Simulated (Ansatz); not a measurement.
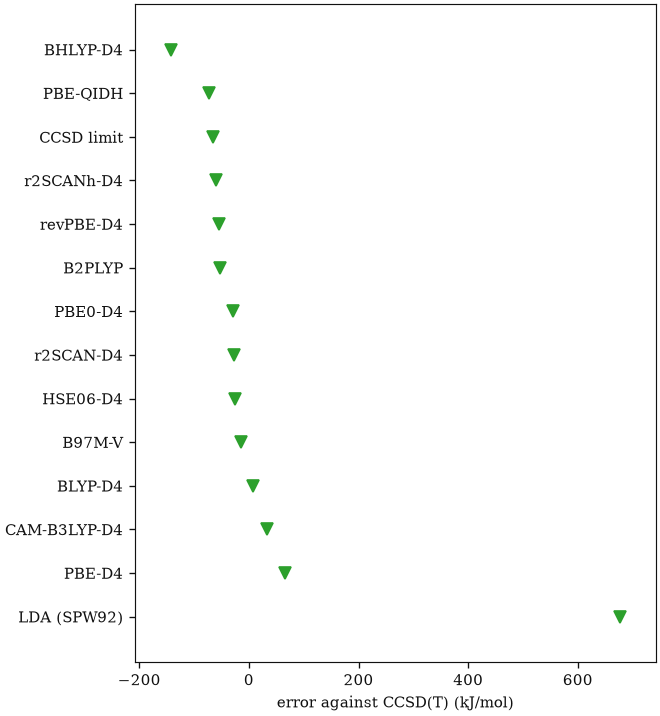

Error in the electronic atomisation energy (method less reference, so positive means overbinding) of CH₈N₂OSi, SMILES NCO[SiH2]N: functionals in def2-TZVPP against frozen-core CCSD(T) at the limit (MP2 extrapolated from triple and quadruple zeta, plus CCSD(T) less MP2 in a smaller set), which gives 4680.1 kJ/mol, at a PBE0-D4/def2-TZVP geometry (with a soft imaginary mode, 10i cm⁻¹), no zero-point or spin-orbit term, the Ansatz code 0.2.0. The reference leaves out core correlation, a term that grows with the number of heavy atoms. PBE-QIDH and B2PLYP hold a correlation term that converges slowly with the basis, so part of the distance to the limit is basis error. No dispersion term is added to PBE-QIDH and B2PLYP. Limit means the basis limit.

Q: Which of these levels overbind, and which underbind?

A: Overbind: CAM-B3LYP-D4, PBE-D4 and LDA (SPW92). Underbind: BHLYP-D4, PBE-QIDH, CCSD limit, r2SCANh-D4, revPBE-D4, B2PLYP, PBE0-D4, r2SCAN-D4 and HSE06-D4. Within 25 kJ/mol of zero, too close to call in view of what the reference leaves out: B97M-V and BLYP-D4.

Q: What range do the values span?

A: From −142.4 kJ/mol (BHLYP-D4) to 676.5 kJ/mol (LDA (SPW92)).

Caveats, for all or some of the runs: one conformer of a flexible molecule.
